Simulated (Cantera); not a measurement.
Feed: 1 mol BN, a varied amount of O2, 2.4 mol H2, equilibrated at 1350 K and 0.100 bar.

Cantera equilibrium calculation (NASA polynomials, part measured and part estimated; ideal gas, pure solids and liquids). Candidate condensed phases: B, BN, B2O3, B3O3H3, H2O; 39 gas species. Mutual solubility and eutectic melting of coexisting phases are not modelled. Gases not in the tables: H3BO3. The numbers say what is thermodynamically allowed, not how fast it happens.

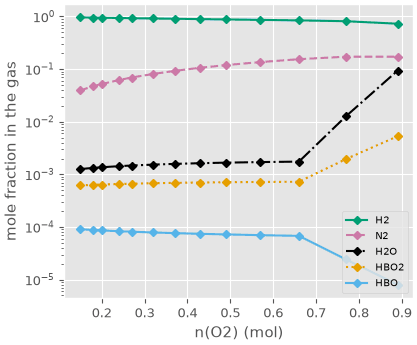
Equilibrium gas composition (values under 1e-9 drawn at 1e-9)

From 0.15 mol O2 to 0.66 mol O2 the condensed part is BN(s) + B2O3(l). From 0.77 mol O2 to 0.89 mol O2 the condensed part is B2O3(l).
